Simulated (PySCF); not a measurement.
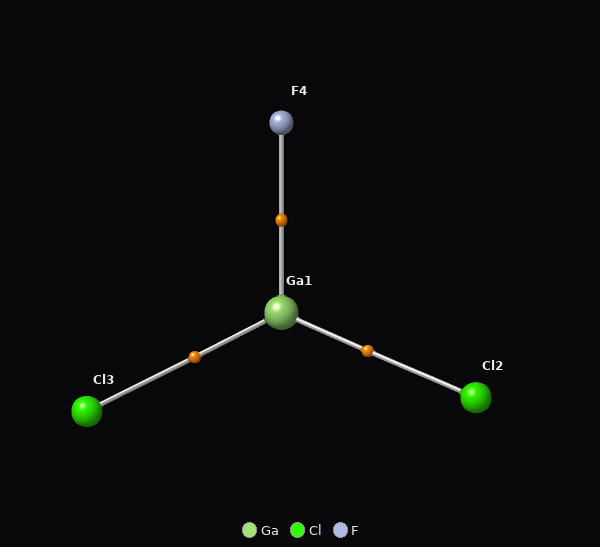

Figure. Cl2FGa. Molecular graph of the electron density (QTAIM): bond paths, bond critical points (orange), ring points (yellow, if any); weak paths are dashed.

Level of theory: CAM-B3LYP/def2-SVP (PySCF), at a geometry from GFN2-xTB. No frequency check shows the geometry to be a minimum. GFN2-xTB bond lengths at metals and heavier atoms can be off by up to 0.1 Å and shapes distorted, which carries into these values.

Geometry (Å), atoms numbered from 1:

```
Ga1      0.0001   -0.1765    0.0000
Cl2     -1.8931    0.6756    0.0000
Cl3      1.8931    0.6754    0.0000
F4      -0.0003   -1.9438    0.0000
```

> How many critical points of each kind are there, and does the count close?

4 nuclei, 3 bond, 0 ring and 0 cage critical points: 4 − 3 + 0 − 0 = 1, as the Poincaré–Hopf relation requires.

> Tabulate density, Laplacian, ellipticity and energy density at the bond critical points (atomic units).

```json
{"bond": "Ga1–F4", "length (Å)": "1.767", "ρ (a.u.)": "0.120", "∇²ρ (a.u.)": "+0.86", "ε": "0.00", "H (a.u.)": "−0.003"}
{"bond": "Ga1–Cl3 (2 alike)", "length (Å)": "2.076", "ρ (a.u.)": "0.106", "∇²ρ (a.u.)": "+0.30", "ε": "0.01", "H (a.u.)": "−0.035"}
```

> What kind of interaction is Ga1–F4?

Polar or intermediate (positive Laplacian, negative energy density H): ρ = 0.120, ∇²ρ = +0.86, H = −0.003 a.u.
